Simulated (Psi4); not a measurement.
# C2H6Al (SMILES [CH3][Al][CH3]) at U-r2SCAN/def2-SVPD

Aim: the vertical electron affinity of C2H6Al at U-r2SCAN/def2-SVPD, from 2 runs. Input form: a Python script.

Program for the calculation: Psi4 1.11.

1 further run of the same task is left out (set aside as unsound or not needed).

### Step 1. The molecule

C2H6Al has 9 atoms, charge 0, and is taken as a doublet. SMILES: `[CH3][Al][CH3]`. The coordinates come from a PBE0-D4/def2-TZVP relaxation.

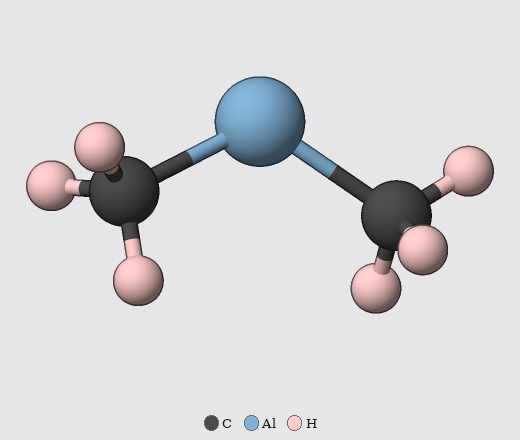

The structure, seen from a chosen angle (carbon dark grey, aluminium light blue, hydrogen pink).

### Step 2. Energy and gradient at U-r2SCAN/def2-SVPD

calc.py

```python
import psi4

psi4.set_memory('1600 MB')
psi4.set_num_threads(1)
psi4.set_output_file('output.dat', False)

mol = psi4.geometry("""
0 2
C
Al 1 1.971771
C 2 1.969491 1 118.58808
H 1 1.094608 2 111.52583 3 -0.50111
H 1 1.094577 4 108.2822 2 122.49823
H 1 1.094704 5 106.55187 4 -116.24743
H 3 1.096694 2 109.30725 1 59.07928
H 3 1.096689 7 106.92075 2 118.30495
H 3 1.090801 8 108.24999 7 -116.36579
symmetry c1
no_reorient
no_com
""")

options = {'basis': 'def2-SVPD', 'reference': 'uks', 'puream': True, 'e_convergence': 1e-09, 'd_convergence': 1e-08, 'scf_type': 'pk', 'dft_radial_points': 99, 'dft_spherical_points': 590, 'maxiter': 100}
psi4.set_options(options)

result = psi4.gradient('r2scan')
print('gradient / Eh bohr^-1')
print(result.np.round(6))
```

Command:

```bash
$ python calc.py
```

output.dat (excerpt; [...] marks lines left out):

```text
[...]
  Running in c1 symmetry.
[...]
  Nuclear repulsion =   88.857478791720069
[...]
  Multiplicity = 2
[...]
  Nalpha       = 16
  Nbeta        = 15
[...]
    Number of basis functions: 112
[...]
   @UKS iter   1:  -321.42199873606108   -1.11547e-01   9.24523e-03 ADIIS/DIIS
[...]
   @UKS iter  13:  -322.00271924778434   -5.45697e-12   7.72850e-09 DIIS
[...]
   @S^2 Observed:                7.521089700E-01
[...]
    Orbital Energies [Eh]
    ---------------------
    Alpha Occupied:
       1A    -55.749129     2A    -10.021357     3A    -10.020772
       4A     -4.059206     5A     -2.604888     6A     -2.599570
       7A     -2.594693     8A     -0.642099     9A     -0.632420
      10A     -0.368393    11A     -0.364795    12A     -0.357755
      13A     -0.356647    14A     -0.337554    15A     -0.252794
      16A     -0.156939
    Alpha Virtual:
      17A     -0.068539    18A      0.017026    19A      0.028890
      20A      0.058319    21A      0.078212    22A      0.083281
      23A      0.095503    24A      0.105572    25A      0.111929
[...]
  @UKS Final Energy:  -322.00271924778434
   => Energetics <=
    Nuclear Repulsion Energy =             88.8574787917200695
    One-Electron Energy =                -619.3169607937622914
    Two-Electron Energy =                 240.0720435563202955
    DFT Exchange-Correlation Energy =     -31.6152808020624114
    Empirical Dispersion Energy =           0.0000000000000000
    VV10 Nonlocal Energy =                  0.0000000000000000
    Total Energy =                       -322.0027192477843414
[...]
 Multipole Moments:
 ------------------------------------------------------------------------------------
     Multipole            Electronic (a.u.)      Nuclear  (a.u.)        Total (a.u.)
 ------------------------------------------------------------------------------------
 L = 1.  Multiply by 2.5417464519 to convert [e a0] to [Debye]
 Dipole X            :         -0.0006491            0.0006247           -0.0000244
 Dipole Y            :          3.4634187           -3.6211942           -0.1577754
 Dipole Z            :          2.1286002           -2.2227257           -0.0941255
 Magnitude           :                                                    0.1837191
[...]
  -Total Gradient:
     Atom            X                  Y                   Z
    ------   -----------------  -----------------  -----------------
       1       -0.000008502384    -0.000130516087    -0.006498373180
       2        0.000004567556    -0.001035733877    -0.000538618009
       3        0.000045187069    -0.006040076132     0.002024095356
       4       -0.000043795018     0.004974163879     0.002590621857
       5       -0.003916426574    -0.002591000916     0.002834671220
       6        0.003960955461    -0.002502398081     0.002809364223
       7       -0.003970613999     0.003303482000     0.001216106173
       8        0.003879800462     0.003329443334     0.001285202089
       9        0.000048827447     0.000711318709    -0.005711385850
[...]
```

The script printed:

```text
gradient / Eh bohr^-1
[[-9.000e-06 -1.310e-04 -6.498e-03]
 [ 5.000e-06 -1.036e-03 -5.390e-04]
 [ 4.500e-05 -6.040e-03  2.024e-03]
 [-4.400e-05  4.974e-03  2.591e-03]
 [-3.916e-03 -2.591e-03  2.835e-03]
 [ 3.961e-03 -2.502e-03  2.809e-03]
 [-3.971e-03  3.303e-03  1.216e-03]
 [ 3.880e-03  3.329e-03  1.285e-03]
 [ 4.900e-05  7.110e-04 -5.711e-03]]
```

Run time: 68 s. Hardware: 1 thread of Intel Xeon 6975P-C (Granite Rapids), shared host; peak memory 0.66 GiB.

### Step 3. The singlet anion, same level

c2h6al.xyz

```xyz
9
C2H6Al
C     -0.810700     1.130600    -0.941500
Al     0.731000     0.705500     0.211900
C      0.877300    -1.111400     0.957800
H     -1.467800     0.264500    -1.069000
H     -0.481900     1.460900    -1.931900
H     -1.401500     1.950000    -0.519700
H      0.915300    -1.838200     0.137400
H     -0.021800    -1.337900     1.543500
H      1.748700    -1.270300     1.594400
```

run.py

```python
import psi4

psi4.set_memory(1600000000)
psi4.set_num_threads(1)
psi4.set_output_file('run.log', False)

with open('c2h6al.xyz') as f:
    atoms = ''.join(f.readlines()[2:])
geom = psi4.geometry('-1 1\n' + atoms + 'symmetry c1\nno_reorient\nno_com')

options = {'basis': 'def2-SVPD', 'reference': 'rks', 'puream': True, 'e_convergence': 1e-09, 'd_convergence': 1e-08, 'scf_type': 'pk', 'dft_radial_points': 99, 'dft_spherical_points': 590}
psi4.set_options(options)

e_tot, wfn = psi4.gradient("r2scan", return_wfn=True)
psi4.oeprop(wfn, "MAYER_INDICES", "MULLIKEN_CHARGES", "LOWDIN_CHARGES", title="R2SCAN")
print('gradient / Eh bohr^-1')
print(e_tot.np.round(6))
print(f'energy = {wfn.energy():.10f} Eh')
```

Command:

```bash
$ python run.py
```

run.log (excerpt; [...] marks lines left out):

```text
[...]
  Running in c1 symmetry.
[...]
  Nuclear repulsion =   88.857473522467515
[...]
  Multiplicity = 1
[...]
  Nalpha       = 16
  Nbeta        = 16
[...]
    Number of basis functions: 112
[...]
   @RKS iter   1:  -321.30647301373062    3.97832e-03   9.86225e-03 DIIS/ADIIS
[...]
   @RKS iter  14:  -322.01270025425868   -3.63798e-12   2.72692e-09 DIIS
[...]
  @RKS Final Energy:  -322.01270025425868
   => Energetics <=
    Nuclear Repulsion Energy =             88.8574735224675152
    One-Electron Energy =                -624.9252878638159245
    Two-Electron Energy =                 245.8187349510209856
    DFT Exchange-Correlation Energy =     -31.7636208639313082
    Empirical Dispersion Energy =           0.0000000000000000
    VV10 Nonlocal Energy =                  0.0000000000000000
    Total Energy =                       -322.0127002542586752
[...]
 Multipole Moments:
 ------------------------------------------------------------------------------------
     Multipole            Electronic (a.u.)      Nuclear  (a.u.)        Total (a.u.)
 ------------------------------------------------------------------------------------
 L = 1.  Multiply by 2.5417464519 to convert [e a0] to [Debye]
 Dipole X            :        -19.4016099           17.3733861           -2.0282238
 Dipole Y            :        -18.0742026           16.0923408           -1.9818618
 Dipole Z            :         -5.5146375            4.9268940           -0.5877436
 Magnitude           :                                                    2.8960163
[...]
  -Total Gradient:
     Atom            X                  Y                   Z
    ------   -----------------  -----------------  -----------------
       1        0.005868449551     0.011057412523    -0.000115494655
       2       -0.028033290475    -0.027781552012    -0.008248665560
       3        0.008741911493     0.003868070803     0.004197769819
       4        0.010894010239     0.007056635109     0.004656455284
       5       -0.002885024005    -0.001846002841     0.005424005444
       6        0.002781637101    -0.004851224585    -0.003206859592
       7       -0.000308359469     0.008895136528     0.006067634193
       8        0.007699172487     0.004725351880    -0.006015092249
       9       -0.004747817313    -0.001115809991    -0.002755622008
[...]
```

On the terminal:

```text
gradient / Eh bohr^-1
[[ 0.005868  0.011057 -0.000115]
 [-0.028033 -0.027782 -0.008249]
 [ 0.008742  0.003868  0.004198]
 [ 0.010894  0.007057  0.004656]
 [-0.002885 -0.001846  0.005424]
 [ 0.002782 -0.004851 -0.003207]
 [-0.000308  0.008895  0.006068]
 [ 0.007699  0.004725 -0.006015]
 [-0.004748 -0.001116 -0.002756]]
energy = -322.0127002543 Eh
```

It took 48 s on 1 thread of Intel Xeon 6975P-C (Granite Rapids), shared host; peak memory 0.66 GiB.

### Step 4. What came out

Level: U-r2SCAN/def2-SVPD.

| quantity | value |
| --- | --- |
| doublet C2H6Al: total energy | -322.00272 Eh |
| doublet C2H6Al: dipole moment | 0.47 D |
| doublet C2H6Al: HOMO energy (highest over α and β) | -4.27 eV |
| doublet C2H6Al: LUMO energy (lowest over α and β) | -2.11 eV |
| doublet C2H6Al: ⟨S²⟩ | 0.752 |
| doublet C2H6Al: largest force on an atom | 0.334 eV/Å |
| singlet anion: total energy | -322.01270 Eh |
| singlet anion: HOMO energy | 1.59 eV |
| singlet anion: LUMO energy | 3.21 eV |
| singlet anion: HOMO–LUMO gap (to an unbound level, set by the basis) | 1.61 eV |
| singlet anion: largest force on an atom | 2.073 eV/Å |
| vertical electron affinity (to the singlet anion) | 0.272 eV |

**Reading.** At fixed nuclei the extra electron is bound by 0.27 eV (26.2 kJ/mol). The largest force (doublet C2H6Al) is 0.33 eV/Å: the shape isn't a stationary point for this species at this level. The HOMO (singlet anion) lies at positive energy, 1.59 eV, as semi-local functionals often give for anions; only total energies tell whether the electron is bound.
